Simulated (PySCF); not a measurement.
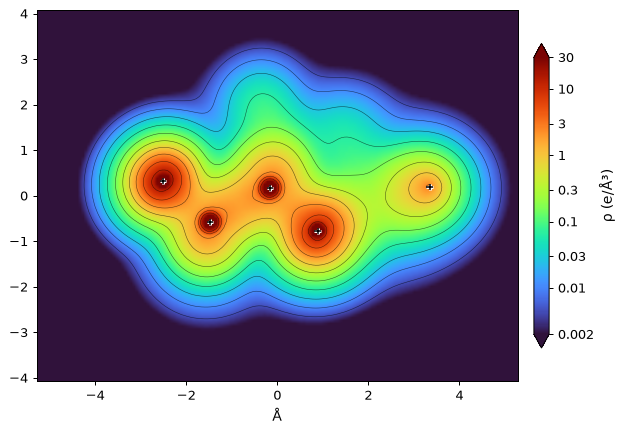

The electron density on a plane through atoms (crosses mark nuclei in the plane).

All numbers below come from PySCF 2.14.0, CAM-B3LYP/def2-SVPD, SCF density, gas phase.

Candidates:
A. C₄H₈F₂O₂Si
B. C₄H₁₄Si₂ (SMILES CCCC([SiH3])[SiH3])

**Which candidate gave the map?**

Candidate A: C₄H₈F₂O₂Si on the plane of atoms C7, C8 and F9, which holds O, C, F and H. C–F (1.38 Å): ρ is about 2.1 e/Å³ halfway, with its minimum of 1.6 e/Å³ about 0.5 Å from C. C–O (1.41 Å): ρ at the midpoint is about 2 e/Å³, with its minimum of 1.7 e/Å³ about 0.5 Å from C.
